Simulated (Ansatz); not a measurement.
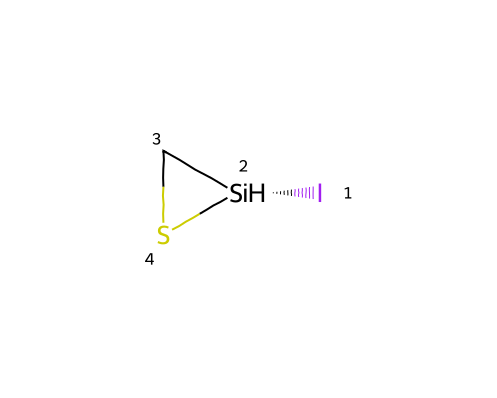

Skeletal drawing with numbered atoms; wedges and dashes mark any stereocentres. The configuration is that of a computed structure (PBE0-D4/def2-TZVP).

Q: Give the R/S and E/Z labels.

A: Si2: S.

Q: Write the isomeric SMILES.

A: I[Si@H]1CS1
